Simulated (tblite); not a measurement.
## Geometry relaxation, with input and output: C$_{6}$H$_{12}$Ge (part 2 of 2)

Continued. System: C$_{6}$H$_{12}$Ge. Method: GFN2-xTB geometry optimisation, gas phase (tblite 0.8.0). 

Geometry of the input (Å):
```
C  -2.6137  1.1356  -0.6902
C  -2.1060  0.2111  0.0926
C  -1.4391  -1.0358  -0.4086
Ge 0.3787  -1.0664  0.1820
C  1.6820  -0.2623  -0.9774
C  2.4122  0.1682  0.2477
C  1.0940  0.6151  0.8355
H  -3.0883  2.0419  -0.2580
H  -2.6002  1.0514  -1.7856
H  -2.1526  0.3452  1.1978
H  -1.5922  -1.0640  -1.5026
H  -1.9910  -1.9000  0.0280
H  0.8241  -2.2933  1.0053
H  2.2788  -0.9896  -1.5985
H  1.2702  0.5814  -1.6102
H  3.1630  0.9689  0.1373
H  2.7601  -0.7270  0.8053
H  1.0886  0.7325  1.9392
H  0.6218  1.4964  0.3681
```

Trajectory as extended XYZ, continued:
```
19
Properties=species:S:1:pos:R:3:forces:R:3 step=95 energy=-566.24605
C    -2.3307    1.2216   -0.8536   -0.0020  -0.0070  -0.0140
C    -2.1721    0.2560    0.0354   -0.0060  -0.0060   0.0020
C    -1.6417   -1.0941   -0.2699   -0.0150   0.0070   0.0060
Ge    0.3232   -1.1620    0.2123    0.0060  -0.0020   0.0040
C     1.6441   -0.3439   -1.0434    0.0020   0.0130   0.0080
C     2.2581    0.4415    0.1287   -0.0070   0.0040   0.0280
C     1.1299    0.3950    1.1744   -0.0160  -0.0170  -0.0010
H    -2.6923    2.1979   -0.5777   -0.0120  -0.0170  -0.0140
H    -2.1166    1.0643   -1.8985    0.0030   0.0120   0.0010
H    -2.3995    0.4371    1.0789    0.0120   0.0140  -0.0020
H    -1.7285   -1.3238   -1.3306   -0.0130   0.0100  -0.0070
H    -2.1679   -1.8577    0.2995    0.0030  -0.0120   0.0130
H     0.7229   -2.5475    0.7289   -0.0090  -0.0020   0.0150
H     2.3576   -0.9572   -1.5883   -0.0020   0.0110  -0.0130
H     1.1584    0.3247   -1.7527   -0.0050   0.0000  -0.0020
H     2.5646    1.4536   -0.1378    0.0140   0.0020   0.0090
H     3.1311   -0.0887    0.5090    0.0160   0.0090  -0.0030
H     1.4720    0.3285    2.2047    0.0090  -0.0100  -0.0270
H     0.4774    1.2641    1.0886    0.0210  -0.0090  -0.0040
19
Properties=species:S:1:pos:R:3:forces:R:3 step=111 energy=-566.24820
C    -2.2942    1.2117   -0.8856    0.0020   0.0060  -0.0130
C    -2.1617    0.2655    0.0281    0.0040  -0.0050   0.0030
C    -1.6478   -1.0985   -0.2428   -0.0120   0.0140   0.0050
Ge    0.3250   -1.1768    0.2023    0.0110   0.0210   0.0290
C     1.6286   -0.3167   -1.0495   -0.0190  -0.0040  -0.0050
C     2.2455    0.4531    0.1307   -0.0050  -0.0050  -0.0130
C     1.1321    0.3638    1.1892    0.0190   0.0020  -0.0010
H    -2.6524    2.1972   -0.6390    0.0050  -0.0160  -0.0180
H    -2.0587    1.0274   -1.9215   -0.0210   0.0150  -0.0050
H    -2.3999    0.4764    1.0636    0.0050  -0.0040  -0.0060
H    -1.7603   -1.3598   -1.2939   -0.0090   0.0020  -0.0030
H    -2.1694   -1.8381    0.3617    0.0060  -0.0110   0.0030
H     0.7089   -2.5712    0.7110    0.0170   0.0070  -0.0180
H     2.3424   -0.9024   -1.6236   -0.0080  -0.0040   0.0080
H     1.1194    0.3611   -1.7334   -0.0100  -0.0050  -0.0040
H     2.5267    1.4760   -0.1213    0.0130   0.0130   0.0150
H     3.1379   -0.0638    0.4841   -0.0060  -0.0070   0.0110
H     1.4947    0.2736    2.2097    0.0000  -0.0130   0.0110
H     0.4737    1.2306    1.1379    0.0060  -0.0060   0.0010
19
Properties=species:S:1:pos:R:3:forces:R:3 step=127 energy=-566.26208
C    -2.3671    1.1205   -1.0833    0.0030  -0.0150  -0.0140
C    -2.1648    0.3277   -0.0440    0.0260  -0.0070  -0.0280
C    -1.6696   -1.0659   -0.1462   -0.0060  -0.0560   0.0090
Ge    0.3268   -1.1403    0.1876   -0.0080   0.0070   0.0140
C     1.5626   -0.1593   -1.0370   -0.0070   0.0160  -0.0060
C     2.2921    0.4212    0.1870    0.0160  -0.0130  -0.0030
C     1.2294    0.2665    1.2894    0.0210   0.0060  -0.0030
H    -2.7105    2.1359   -0.9784    0.0050  -0.0190   0.0260
H    -2.2072    0.7718   -2.0907   -0.0080   0.0020  -0.0190
H    -2.3297    0.6993    0.9593    0.0100  -0.0180   0.0150
H    -1.8555   -1.4757   -1.1396    0.0310   0.0230   0.0330
H    -2.1430   -1.7162    0.5893   -0.0340   0.0570  -0.0010
H     0.7558   -2.5762    0.5162   -0.0190   0.0200  -0.0080
H     2.2100   -0.6731   -1.7449   -0.0260   0.0250   0.0210
H     1.0130    0.6148   -1.5722    0.0490   0.0180  -0.0070
H     2.6439    1.4465    0.0545   -0.0350  -0.0360  -0.0180
H     3.1571   -0.2023    0.4203   -0.0210   0.0260   0.0120
H     1.6360    0.0532    2.2750    0.0010  -0.0110  -0.0010
H     0.6111    1.1609    1.3653    0.0020  -0.0260  -0.0210
19
Properties=species:S:1:pos:R:3:forces:R:3 step=142 energy=-566.26711
C    -2.3654    1.0611   -1.1950    0.0010  -0.0080   0.0060
C    -2.1487    0.3555   -0.0976   -0.0020   0.0140  -0.0040
C    -1.6824   -1.0504   -0.0796    0.0040   0.0010  -0.0070
Ge    0.3214   -1.1288    0.1829    0.0030   0.0010  -0.0110
C     1.5116   -0.0664   -1.0209   -0.0100  -0.0050  -0.0020
C     2.2963    0.4204    0.2092   -0.0050   0.0000   0.0010
C     1.2813    0.1904    1.3421    0.0000  -0.0030  -0.0020
H    -2.6915    2.0867   -1.1578    0.0050  -0.0040  -0.0050
H    -2.2377    0.6328   -2.1765   -0.0060  -0.0060   0.0100
H    -2.2860    0.8134    0.8739    0.0090   0.0090   0.0070
H    -1.9023   -1.5505   -1.0219   -0.0010   0.0030  -0.0020
H    -2.1509   -1.6071    0.7306   -0.0020  -0.0080   0.0000
H     0.7545   -2.5833    0.3947   -0.0020   0.0030  -0.0060
H     2.1225   -0.5338   -1.7889    0.0120  -0.0040   0.0060
H     0.9576    0.7513   -1.4803   -0.0040   0.0050   0.0040
H     2.6409    1.4525    0.1334   -0.0030   0.0030  -0.0100
H     3.1689   -0.2153    0.3615   -0.0010   0.0020   0.0090
H     1.7265   -0.0984    2.2906    0.0020   0.0000   0.0080
H     0.6735    1.0790    1.5074    0.0000  -0.0010  -0.0010
19
Properties=species:S:1:pos:R:3:forces:R:3 step=158 energy=-566.26786
C    -2.3640    1.0470   -1.2129   -0.0030  -0.0070   0.0140
C    -2.1367    0.3661   -0.1022    0.0110   0.0080   0.0050
C    -1.6859   -1.0444   -0.0679    0.0190   0.0020  -0.0010
Ge    0.3199   -1.1297    0.1761    0.0000  -0.0170  -0.0090
C     1.5047   -0.0521   -1.0187   -0.0060  -0.0010   0.0060
C     2.2889    0.4268    0.2152    0.0050   0.0020  -0.0050
C     1.2841    0.1712    1.3521    0.0090   0.0080  -0.0100
H    -2.6728    2.0779   -1.1993   -0.0030   0.0090   0.0000
H    -2.2619    0.5874   -2.1828   -0.0070   0.0050  -0.0050
H    -2.2436    0.8463    0.8626   -0.0030   0.0090  -0.0130
H    -1.9200   -1.5528   -1.0018   -0.0010  -0.0120  -0.0070
H    -2.1499   -1.5876    0.7537   -0.0060  -0.0020   0.0070
H     0.7522   -2.5878    0.3591    0.0000  -0.0040   0.0040
H     2.1194   -0.5111   -1.7894   -0.0090   0.0000   0.0100
H     0.9484    0.7678   -1.4715    0.0000   0.0040  -0.0010
H     2.6213    1.4635    0.1481   -0.0010   0.0040   0.0040
H     3.1693   -0.2005    0.3549    0.0090  -0.0020   0.0070
H     1.7394   -0.1342    2.2910   -0.0020  -0.0040  -0.0030
H     0.6771    1.0553    1.5415   -0.0120  -0.0010  -0.0020
19
Properties=species:S:1:pos:R:3:forces:R:3 step=174 energy=-566.26877
C    -2.3943    1.0477   -1.2136    0.0010   0.0010   0.0020
C    -2.1115    0.3777   -0.1095    0.0020  -0.0050   0.0020
C    -1.6753   -1.0379   -0.0767   -0.0030  -0.0050   0.0000
Ge    0.3282   -1.1427    0.1717    0.0000   0.0060  -0.0030
C     1.5168   -0.0612   -1.0160   -0.0020  -0.0030  -0.0030
C     2.2869    0.4324    0.2212    0.0000   0.0000   0.0010
C     1.2805    0.1623    1.3533    0.0010   0.0040   0.0000
H    -2.6902    2.0827   -1.1947   -0.0040   0.0010   0.0030
H    -2.3527    0.5782   -2.1831    0.0020  -0.0030  -0.0060
H    -2.1636    0.8717    0.8528    0.0000   0.0060  -0.0010
H    -1.9205   -1.5465   -1.0082    0.0050   0.0040   0.0000
H    -2.1453   -1.5733    0.7475    0.0050   0.0020   0.0030
H     0.7514   -2.6026    0.3603    0.0000  -0.0030  -0.0010
H     2.1411   -0.5219   -1.7775    0.0020   0.0000   0.0020
H     0.9589    0.7510   -1.4806   -0.0010   0.0000   0.0010
H     2.6016    1.4748    0.1539   -0.0030  -0.0060   0.0030
H     3.1775   -0.1791    0.3691    0.0010   0.0020  -0.0060
H     1.7376   -0.1424    2.2914   -0.0060  -0.0060   0.0040
H     0.6631    1.0385    1.5463    0.0000   0.0030  -0.0040
```

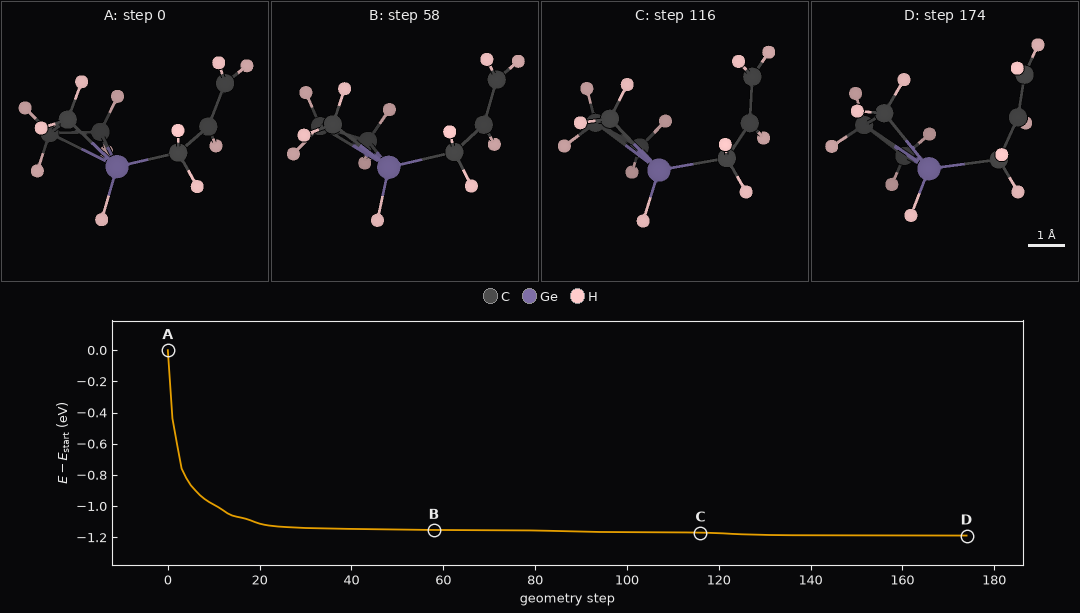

Figure 1. Frames of the relaxation (ball-and-stick view, seen at a tilt) above the curves, on which the letters mark them (steps are counted from 0).

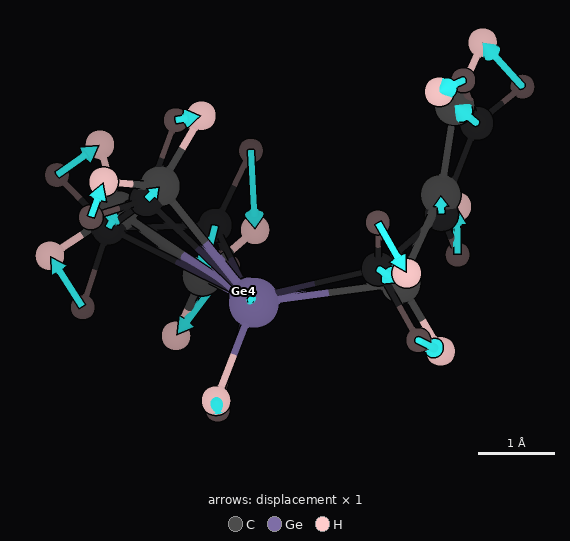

Figure 2. Start (faint) and end (solid) with the displacements as teal arrows, at true length (ball-and-stick view, seen at a tilt). The two geometries are laid on each other by the best rigid fit. The atom that moves furthest after the best rigid fit is H19 (1.25 Å). Largest moves by element: H 1.25 Å, C 0.71 Å, Ge 0.10 Å. Distances before and after: Ge4–C6 2.380 → 2.514 Å, C3–Ge4 1.912 → 2.022 Å, Ge4–C5 1.921 → 1.998 Å, Ge4–C7 1.941 → 2.002 Å. Among the angles that change: Ge4–C6–H17 82.1° → 106.7°, Ge4–C6–H16 162.8° → 145.3°, C6–Ge4–H13 98.7° → 112.3°. The energy falls by 1.188 eV in 174 geometry steps. Largest force component: 3.6 eV/Å at the start, 0.006 eV/Å at the end. (Atoms are counted from 1 in the order of the input.)
